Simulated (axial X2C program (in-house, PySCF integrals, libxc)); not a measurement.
## AuSe: relativistic diatomic calculation

AuSe, single determinant with Ω = 3/2. The distance is the PBE0 minimum at charge 0. Computed at this level: expectation values, HF and Kohn-Sham, two-component X2C with atomic mean-field Coulomb and Gaunt terms, Au dyall-cv3z, Se dyall-cv3z (cores contracted) (axial X2C program (in-house, PySCF integrals, libxc)).

Input file:
```
{"zs": [79, 34], "q": 0, "bas": ["dyall-cv3z", "dyall-cv3z"], "r0": 2.28, "levels": ["PBE0", "HF", "B3LYP", "LDA", "BHandHLYP"], "nst": 3}
```

The line is the task of a batch: nuclear charges, charge, bases, the levels to run, a first guess of the distance and further settings. This report covers the levels named above. The log is that of the reference distance.

The run was one of a batch that the task file lists, launched with:
```bash
python <driver script> task.json out
```

Log:
```
two-component X2C + atomic mean field  PBE0
basis functions 280  fitting functions 1441  grid points 5800
iter        total energy     max residual
   1     -21444.390712398     5.94e+01
   2     -21445.863642392     2.12e+00
   3     -21445.903223706     6.95e-01
   4     -21445.906304692     5.79e-01
   5     -21445.910024387     1.18e-01
   6     -21445.910489214     8.33e-02
   7     -21445.911003254     5.19e-02
   8     -21445.911025552     8.68e-03
   9     -21445.911028577     2.11e-03
  10     -21445.911029157     2.24e-03
  11     -21445.911029313     2.92e-04
  12     -21445.911029321     2.21e-04
  13     -21445.911029325     3.01e-05
  14     -21445.911029326     4.66e-05
  15     -21445.911029327     2.00e-05
  16     -21445.911029327     1.45e-05
  17     -21445.911029327     2.69e-06
converged
one-electron -30657.94793346  Coulomb 9071.09848742  exact exchange -112.68753067  xc functional -345.25288344  nuclear repulsion 617.45003846  atomic mean-field constant -18.57120764
```

Expectation values by level of theory:

```csv
quantity,PBE0,HF,B3LYP,LDA,BHandHLYP
effective field for an electron dipole moment (GV/cm),0.652,−0.749,0.868,1.09,0.772
field gradient at the first nucleus (a.u.),2.42,−2.07,3.01,4.41,1.08
field gradient at the second nucleus (a.u.),2.89,1.14,3.24,3.87,2.43
"A∥/gI, first nucleus (MHz)",−295,−753,−207,−126,−372
"A∥/gI, second nucleus (MHz)",402,426,416,404,435
```

Each column comes from one determinant, in a basis with contracted cores. The levels disagree widely: the effective field runs from −0.749 to 1.09 GV/cm, A∥/gI at the first nucleus runs from −753 to −126 MHz, the field gradient at the first nucleus runs from −2.07 to 4.41 a.u. and the field gradient at the second nucleus runs from 1.14 to 3.87 a.u. They may not all have settled in the same state, and these values aren't reliable properties of the molecule.

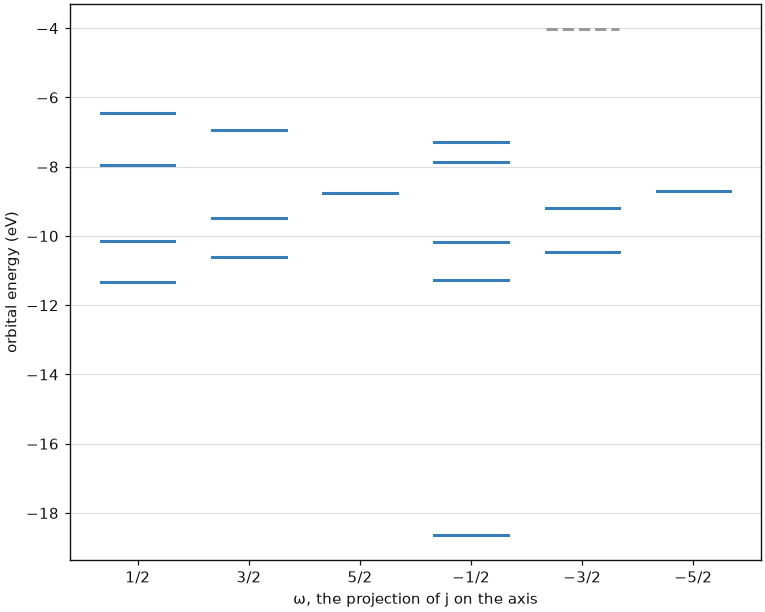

Orbital energies (PBE0) near the frontier at 2.30 Å, filled (solid) and empty (dashed). The highest filled spinor (1/2; 77 % Se p, 11 % Au d) lies at −6.46 eV, the lowest empty one (−3/2; 77 % Se p, 10 % Au d) at −4.03 eV.

Summary:

| quantity | value |
| --- | --- |
| outcome | converged; the levels of theory disagree widely |
| hardware | 1 thread of Arm Neoverse V1, 24 GiB of memory available, shared host |
| wall time | 12 s |
| peak memory | 0.64 GiB |
